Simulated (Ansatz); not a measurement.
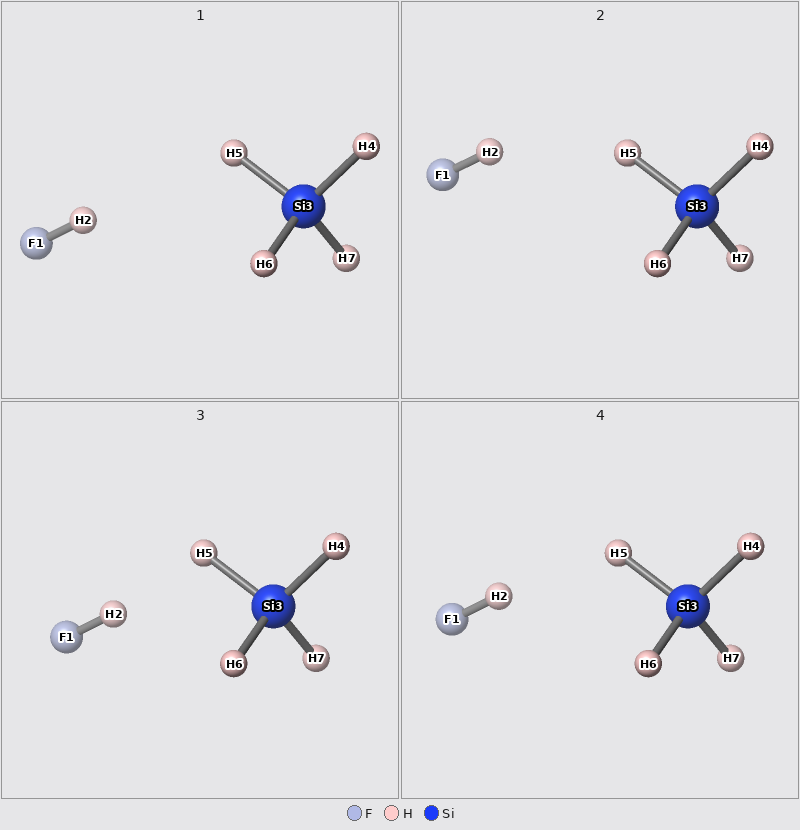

The pair FH···H₄Si. 
- The first coordinate is: separation of Si3 and H2 along their line in the relaxed pair; the second: sideways slip of F1, H2.
- Nothing is relaxed (both partners rigid).
- The grid has 15 × 15 points.
- Points are written as (first, second).
- Energies: meV, counted from the lowest grid point.
- Computed with RKS BHLYP-D4/def2-TZVPD (Ansatz).

The numbered pictures are structures from this grid.

Which is the most stable, and how do the others follow?

Answer. 3, at (2.845 Å, 0.429 Å): 10 meV; 4, at (3.388 Å, 0.214 Å): 21 meV; 2, at (3.776 Å, −0.429 Å): 34 meV; 1, at (3.914 Å, 0.643 Å): 53 meV.

The map, with the structures marked:

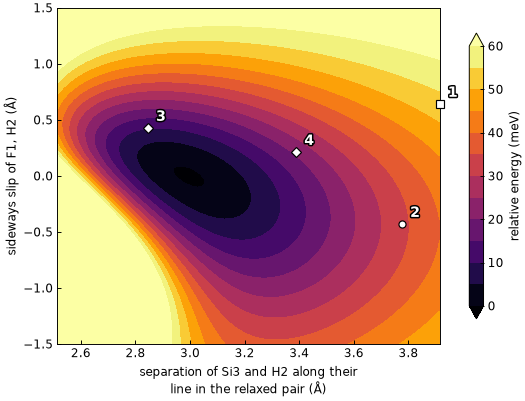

The picture shows filled contours, one colour for all values above the top of the scale. Between grid points the surface is interpolated.
